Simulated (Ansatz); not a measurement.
In doubt: one-shot GW on d or f shells is unsure (in some of the runs), so the values of those runs are not to be relied on.

The crystal is BaSrCeTiO6 (F-43m).

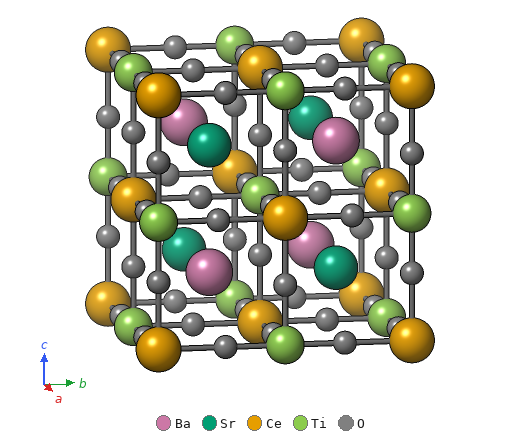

The structure (barium pink, strontium teal, cerium orange, titanium green, oxygen grey). Some periodic images of atoms are drawn too.

It takes space group F-43m (No. 216, cubic). Conventional cell: a = 8.429 Å, b = 8.429 Å, c = 8.429 Å, α = 90.00°, β = 90.00°, γ = 90.00°. Nearest to Ba lie 12 O at 2.98 Å. Nearest to Sr lie 12 O at 2.98 Å. Nearest to Ce lie 6 O at 2.23 Å. Ti has 6 O at 1.99 Å nearest. Nearest to O lie 1 Ti at 1.99 Å and 1 Ce at 2.23 Å and 2 Sr at 2.98 Å and 2 Ba at 2.98 Å. Farther neighbours and most contacts between anions are not listed.

```
Ba Sr Ce Ti O
1.0
     0.00000    4.21456    4.21456
     4.21456    0.00000    4.21456
     4.21456    4.21456    0.00000
Ba Sr Ce Ti O
1 1 1 1 6
Direct
  0.25000 0.25000 0.25000
  0.75000 0.75000 0.75000
  0.00000 0.00000 0.00000
  0.50000 0.50000 0.50000
  0.73552 0.26448 0.26448
  0.26448 0.73552 0.73552
  0.73552 0.73552 0.26448
  0.26448 0.26448 0.73552
  0.26448 0.73552 0.26448
  0.73552 0.26448 0.73552
```

The cell and positions are those that the Materials Project relaxed with its own functionals (PBE, PBE+U or r2SCAN), kept fixed. At the settings of the band run the largest force is still 0.06 eV/Å. Spin-orbit coupling is left out unless a run names it.

Gaps computed with Ansatz 0.2.0 without a self-energy: PBEsol 2.16 eV, PBE 2.16 eV, PBE0 4.78 eV and DDH-PBE0 3.98 eV. The mean ε∞ by PBE perturbation theory is 5.74.

**Question.** Estimate the G0W0@PBE gap with 4×4×4 mesh, 821 empty bands, screening to 180 eV, PAW set soft_1 files.

About 4.55 eV: on its mesh the run moves the gap from 2.16 eV by +2.39 eV. Among the scalar-relativistic levels given, PBE0 is nearest (+0.23 eV). One-shot corrections scale roughly with one over ε∞, here 0.17. Bands and cutoff are finite, so the gap is not at the basis limit. The miss can reach some tenths of an eV and take either sign; the mesh is an error of its own. Empty 4f levels lie among the conduction bands. Their place in the start is unsure; it enters the screening, and the edge itself where they lie low. The runs have no spin polarisation. For a closed low-spin shell that is the natural state; where a d or f shell is open it is a constraint, and the gap is then not the crystal's own. The compound holds f electrons or empty f levels, where one-shot G0W0 is unsure. The many-body steps are scalar-relativistic: spin-orbit coupling is not in them. The program marks a band-edge row as in doubt, so the gap is less sure than its digits.

[Paths, hosts, dates, memory and timing lines, banners, echoed tables and standing remarks are left out of the program output.]

[Logs are printed without paths, hosts, clocks, repeated set-up lines and the standing remarks that a program may print on its own settings, such as how far it seeks lower states.]

[Runs of the session that timed out or met a known fault of the program may be left out.]

[Cells called generated may have been cut or substituted from an entry of the Crystallography Open Database or the Materials Project.]

[Hosts, paths, dates, database ids (printed as entryN), source tags and the programs' standing remarks are cut or masked in the printed files.]
